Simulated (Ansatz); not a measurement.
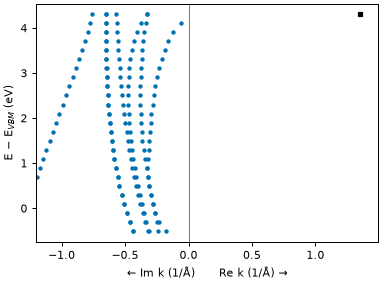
Complex bands at the centre of the two-dimensional zone; r2SCAN (Ansatz, a program for electronic structure)

The gap is the functional's own. No spin-orbit coupling. Mid-gap values are those at the computed energy nearest the middle.

This is BN (P6_3/mmc, 4 atoms a cell, 9.7 Å³ an atom) along the normal of (100). Read off the slowest decay at the centre of the two-dimensional zone at 2.10 eV, the computed energy nearest the middle of the gap.

κ ≈ 0.29 1/Å, a decay length 1/(2κ) of the density of 1.7 Å.
